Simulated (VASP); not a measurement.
# Fe (Iron-alpha): accuracy against cost in the SCF threshold and SCF solver, part 3 of 3

Aim: find what the SCF threshold and SCF solver change for Fe (Iron-alpha), and what they cost. The series runs use r2SCAN. The start is a cell from a database of measured crystal structures.

VASP 6.6.1; r2SCAN, spin-polarised from a ferromagnetic start (one magnetic atom a cell); plane waves and PAW (Fe).

Still holding for the runs below: The cell holds one magnetic atom, so no antiferromagnetic order fits into it. The k-mesh is coarse for a metal.

So far. Step 13 (SCF solver: ALGO = Damped): Against the first of the series the energy stays within 0.01 meV an atom; the pressure moves by -0.07 GPa, after 28 cycles in 28 s. Step 14 (SCF solver: AMIX = 0.1, BMIX = 0.01): Against the first of the series the energy stays within 0.01 meV an atom; the pressure moves by -0.03 GPa, after 22 cycles in 21 s.

### Step 15. SCF solver: AMIX = 0.8

INCAR reads:

```
SYSTEM = Fe
PREC = Accurate
ENCUT = 400
EDIFF = 1E-06
NELM = 100
ISMEAR = -1
SIGMA = 0.05
LREAL = .FALSE.
ALGO = Normal
METAGGA = R2SCAN
LASPH = .TRUE.
NBANDS = 10
ISPIN = 2
MAGMOM = 3
LMAXMIX = 4
LORBIT = 11
LWAVE = .FALSE.
LCHARG = .FALSE.
KPAR = 2
ISIF = 2
AMIX = 0.8
```

POSCAR reads:

```
Fe
1.0
   -1.4332500000      1.4332500000      1.4332500000
    1.4332500000     -1.4332500000      1.4332500000
    1.4332500000      1.4332500000     -1.4332500000
Fe
1
Direct
    0.0000000000      0.0000000000      0.0000000000
```

KPOINTS reads:

```
Automatic mesh
0
Gamma
9 9 9
0 0 0
```

PAW data sets: Fe (PBE family, release 64).

Launch:

```sh
$ mpirun -np 2 vasp_std
```

Log:

```text
[... set-up lines as in an earlier step ...]
 entering main loop
       N       E                     dE             d eps       ncg     rms          rms(c)
[... 5 cycles as in an earlier step ...]
DAV:   6    -0.163102069229E+02   -0.86872E+00   -0.47262E+01  1536   0.100E+02    0.183E+01
DAV:   7    -0.142987952353E+02    0.20114E+01   -0.13413E+01  1522   0.470E+01    0.813E+00
DAV:   8    -0.143557984834E+02   -0.57003E-01   -0.20390E-01  1486   0.578E+00    0.171E+00
DAV:   9    -0.143513959158E+02    0.44026E-02   -0.36686E-02  1450   0.207E+00    0.675E-01
[...]
DAV:  21    -0.143625413364E+02    0.22250E-05   -0.34882E-09   706   0.102E-03    0.134E-04
DAV:  22    -0.143625433841E+02   -0.20477E-05   -0.15610E-09   706   0.604E-04    0.521E-05
DAV:  23    -0.143625427133E+02    0.67080E-06   -0.19202E-10   706   0.182E-04
   1 F= -.14362543E+02 E0= -.14360070E+02  d E =-.494452E-02  mag=     2.5700
```

It took 35 s on 2 MPI ranks of Intel Xeon Platinum 8488C (Sapphire Rapids), shared host; peak memory 0.24 GiB; 68 s of CPU time.

From OUTCAR (step 15):

```text
  Total       -0.2446209     -0.2446209     -0.2446209      0.0000000     -0.0000000      0.0000000
  in kB      -33.2796115    -33.2796115    -33.2796115      0.0000000     -0.0000000      0.0000000
  external PRESSURE =     -33.2796115 kB  Pullay stress =       0.0000000 kB

  FREE ENERGIE OF THE ION-ELECTRON SYSTEM (eV)
  ---------------------------------------------------
  free  energy   TOTEN  =       -14.3625427133 eV

  energy  without entropy=      -14.3575981889  energy(sigma->0) =      -14.36007045

[... 4 parts as in an earlier step ...]

[... 1 further part left out ...]
[key lines of the parts left out:]
E-fermi :   5.4979
```

Against the first of the series the energy stays within 0.01 meV an atom; the pressure moves by -0.06 GPa, after 23 cycles in 35 s.

### Step 16. SCF solver: IMIX = 1, AMIX = 0.2

Edit INCAR of step 15 so:

```diff
@@ -20,2 +20,3 @@
 ISIF = 2
-AMIX = 0.8
+IMIX = 1
+AMIX = 0.2
```

POSCAR is that of step 15.

KPOINTS is that of step 15.

Launch:

```sh
$ mpirun -np 2 vasp_std
```

Log:

```text
[... set-up lines as in an earlier step ...]
 entering main loop
       N       E                     dE             d eps       ncg     rms          rms(c)
[... 5 cycles as in an earlier step ...]
DAV:   6    -0.141266740688E+02    0.13148E+01   -0.52699E+00  1480   0.343E+01    0.610E+00
DAV:   7    -0.142880260808E+02   -0.16135E+00   -0.34083E-01  1558   0.715E+00    0.505E+00
DAV:   8    -0.143375960952E+02   -0.49570E-01   -0.11791E-01  1514   0.376E+00    0.420E+00
DAV:   9    -0.143567848559E+02   -0.19189E-01   -0.38508E-02  1576   0.199E+00    0.350E+00
[...]
DAV:  22    -0.143625375168E+02    0.63007E-05   -0.75500E-06  1456   0.206E-02    0.212E-01
DAV:  23    -0.143625350418E+02    0.24751E-05   -0.50626E-06  1434   0.168E-02    0.169E-01
DAV:  24    -0.143625346144E+02    0.42739E-06   -0.33989E-06  1370   0.137E-02
   1 F= -.14362535E+02 E0= -.14360057E+02  d E =-.495433E-02  mag=     2.5707
```

Run time: 42 s. Hardware: 2 MPI ranks; peak memory 0.21 GiB; 82 s of CPU time.

OUTCAR, selected parts (step 16):

```text
  Total       -0.1407103     -0.1407103     -0.1407103      0.0000000     -0.0000000     -0.0000000
  in kB      -19.1430276    -19.1430276    -19.1430276      0.0000000     -0.0000000     -0.0000000
  external PRESSURE =     -19.1430276 kB  Pullay stress =       0.0000000 kB

  FREE ENERGIE OF THE ION-ELECTRON SYSTEM (eV)
  ---------------------------------------------------
  free  energy   TOTEN  =       -14.3625346144 eV

  energy  without entropy=      -14.3575802875  energy(sigma->0) =      -14.36005745

 magnetization (x)
# of ion       s       p       d       tot
------------------------------------------
    1       -0.016  -0.120   2.778   2.642

[... 3 parts as in an earlier step ...]

[... 1 further part left out ...]
[key lines of the parts left out:]
E-fermi :   5.4982
```

Against the first of the series the energy moves by +0.01 meV an atom and the pressure by +1.35 GPa, after 24 cycles in 42 s.

### Step 17. The SCF solver series as a table

This step: convergence of r2SCAN results with the solver; plane waves and PAW (VASP 6.6.1).

Derived from the runs above.

Differences are taken from the run with ALGO = Normal. Results of the series, by row:

```
                setting     status  energy less the reference (meV/atom)  pressure (GPa)  moment (μB)  SCF cycles  wall time (s)
          ALGO = Normal  converged                                     0          -3.268         2.57          15           17.4
            ALGO = Fast  converged                              -8.00e-5           -3.32         2.57          18           16.8
        ALGO = VeryFast  converged                               5.00e-5          -3.202         2.57          22             26
             ALGO = All  converged                               5.70e-4          -3.288         2.57          19             54
          ALGO = Damped  converged                               0.00221          -3.337         2.57          28             28
AMIX = 0.1, BMIX = 0.01  converged                               1.50e-4            -3.3         2.57          22             21
             AMIX = 0.8  converged                               1.30e-4          -3.328         2.57          23             35
   IMIX = 1, AMIX = 0.2  converged                               0.01313          -1.914        2.571          24             42
```

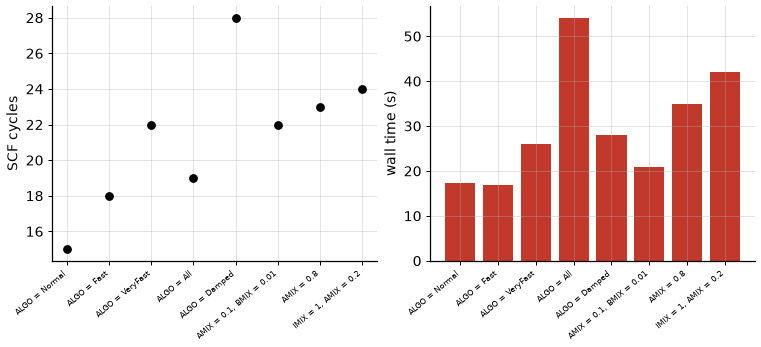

The SCF cycles and the wall time by setting.

### Step 18. Summary of results

* SCF threshold from which the energy stays within 10 meV/atom of the reference: EDIFF = 0.01
* SCF threshold from which the energy stays within 1 meV/atom of the reference: EDIFF = 0.001
* SCF threshold from which the pressure stays within 0.2 GPa of the reference: EDIFF = 1E-04
* spread of the pressure over the SCF threshold: 7.16 GPa
* spread of the energy over the SCF threshold: 3.07 meV/atom
* fewest SCF cycles: ALGO = Normal (15)
* most SCF cycles among converged runs: ALGO = Damped (28)
* spread of the pressure over the SCF solver: 1.42 GPa
* spread of the energy over the SCF solver: 0.0132 meV/atom

What this shows: From EDIFF = 0.001 on, the energy stays within 1 meV an atom of the reference, at 42 % of its time. The pressure holds within 0.2 GPa from EDIFF = 1E-04 on. The loosest stop saves 13 of 22 cycles and costs +3.1 meV an atom, +6.18 GPa. All SCF solvers that converged agree within 0.05 meV an atom. No setting beats the 17 s of ALGO = Normal by a fifth or more; the slowest converged run is ALGO = All, at 54 s. On a shared host such times are rough. Yet the pressure of IMIX = 1, AMIX = 0.2 is +1.35 GPa off: EDIFF tests the energy, which is second order in the error of the density, while the stress is first order. Forces vanish by symmetry in this cell, so the series can't test them.

[Lines on the potential files, build, host, timing and source positions are cut from VASP's logs without a mark.]

[Logs are printed without paths, hosts, clocks, repeated set-up lines and the standing remarks that a program may print on its own settings, such as how far it seeks lower states.]

[Hosts, paths, dates, database ids (printed as entryN), source tags and the programs' standing remarks are cut or masked in the printed files.]

[A measured line is paired with the nearest computed mode of its activity, which favours agreement.]
